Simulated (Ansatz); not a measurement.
# H5PSeSi: rigid scan of one bond length, by script

Wanted for H5PSeSi: a rigid scan of one bond length. SMILES: P[SiH2][SeH].

Program: Ansatz 0.2.0 through its Python package. Level of theory: r2SCAN0/def2-SVP. These are calculated values, not measurements.

## 1. The system

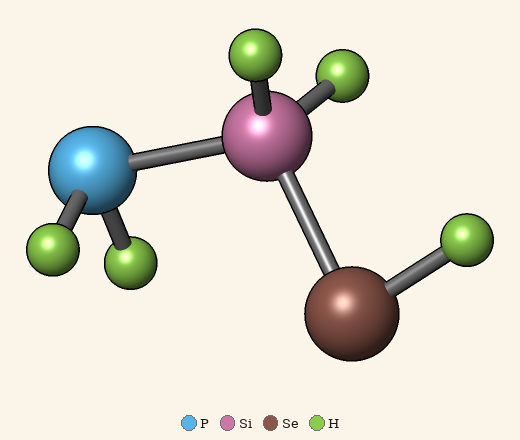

The starting structure, viewed from a chosen angle; phosphorus blue, silicon pink, selenium brown, hydrogen green.

The script holds or builds the structure itself.

## 2. The code

scan_h5psesi.py reads:

```python
"""Potential curve of H5PSeSi along one bond."""

import ansatz as az
from ase import Atoms
import numpy as np

config = {
    "basis_set": "def2-SVP",
    "functional": "r2scan0",
}


def main() -> None:
    atoms = Atoms(["P", "Si", "Se", "H", "H", "H", "H", "H"], positions=[
        (-0.6638, 1.1173, -1.3561),
        (0.6312, 0.1057, 0.0272),
        (-0.6013, -1.3739, 1.2593),
        (-1.2871, -0.0481, -1.8169),
        (-1.7007, 1.4429, -0.3625),
        (1.2788, 1.1012, 0.9173),
        (1.6903, -0.6116, -0.731),
        (0.7448, -1.7905, 2.007),
    ])
    h5psesi = az.Crystal.molecule_from_ase(atoms)

    symbols = [site.symbol for site in h5psesi.cartesian_sites]
    start = np.array([site.position_ang for site in h5psesi.cartesian_sites])
    axis = (start[6] - start[1]) / np.linalg.norm(start[6] - start[1])
    moving = [6]
    lengths, energies = [1.309, 1.368, 1.427, 1.487, 1.546, 1.606, 1.665, 1.755], []
    for length in lengths:
        xyz = start.copy()
        xyz[moving] += (length - np.linalg.norm(start[6] - start[1])) * axis
        point = az.Crystal.molecule()
        for symbol, xyz in zip(symbols, xyz):
            point = point.atom(symbol, xyz.tolist())
        calc = point.calculation()
        calc = calc.basis(gaussian=config["basis_set"])
        calc = calc.functional(config["functional"])
        summary = calc.run().report
        energies.append(summary["free_energy_ev"])
        print(f"r = {length:6.3f} A  E = {energies[-1]:.5f} eV  <S^2> = {abs(summary['mean_field']['state']['spin_squared']):.3f}")

    # quartic fit about the minimum
    fit = np.polynomial.Polynomial.fit(lengths, np.array(energies) - min(energies), 4).convert()
    roots = [r.real for r in fit.deriv().roots() if abs(r.imag) < 1e-9 and fit.deriv(2)(r.real) > 0]
    r_e = min(roots, key=lambda r: abs(r - lengths[int(np.argmin(energies))]))
    print(f"minimum of the fit at {r_e:.4f} A, force constant {fit.deriv(2)(r_e):.2f} eV/A^2")


if __name__ == "__main__":
    main()
```

## 3. Running it

Launch:

```bash
> python scan_h5psesi.py
```

The log of the run:

```text
r =  1.309 A  E = -82582.10507 eV  <S^2> = 0.000
r =  1.368 A  E = -82582.33109 eV  <S^2> = 0.000
r =  1.427 A  E = -82582.45061 eV  <S^2> = 0.000
r =  1.487 A  E = -82582.48693 eV  <S^2> = 0.000
r =  1.546 A  E = -82582.45785 eV  <S^2> = 0.000
r =  1.606 A  E = -82582.37793 eV  <S^2> = 0.000
r =  1.665 A  E = -82582.26191 eV  <S^2> = 0.000
r =  1.755 A  E = -82582.03418 eV  <S^2> = 0.000
minimum of the fit at 1.4870 A, force constant 18.43 eV/A^2
```

It took 44 s on 1 thread of Arm Neoverse V2, shared host; peak memory 0.28 GiB.

Lines on the test bed's own set-up are left out of the output.

## 4. What each run gave

The 8 runs, in the order started:

| run | distance (Å) | energy from run 4 (eV) | SCF cycles | CPU time (s) |
| --- | --- | --- | --- | --- |
| 1 | 1.31 | 0.3819 | 16 | 5.6 |
| 2 | 1.37 | 0.1558 | 16 | 5.3 |
| 3 | 1.43 | 0.0363 | 16 | 5.5 |
| 4 | 1.49 | 0.0000 | 16 | 5.5 |
| 5 | 1.55 | 0.0291 | 16 | 5.6 |
| 6 | 1.61 | 0.1090 | 16 | 5.4 |
| 7 | 1.67 | 0.2250 | 16 | 5.4 |
| 8 | 1.75 | 0.4527 | 16 | 5.2 |

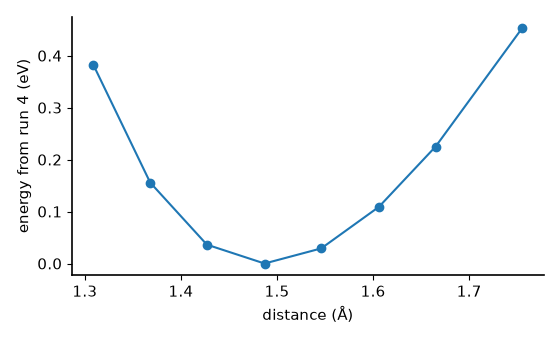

Energy against distance; lines join the points.

## 5. Summary of results

| quantity | value |
| --- | --- |
| bond length at the fit's minimum | 1.4870 Å |
| runs compared | 8 |
| range of energy | 0.453 eV |
| lowest point, distance (Å) | 1.49 |

In words: The curve has its lowest point inside the range, at 1.49. The ends stand 0.382 and 0.453 eV above it. The distance scanned is the script's pair 1, 6. Caveats:
- The rest of the molecule is held rigid at a force-field or estimated start geometry, and the basis set is modest; single-reference methods fail as a bond breaks.
- The orbitals are restricted, so S² is zero by construction.
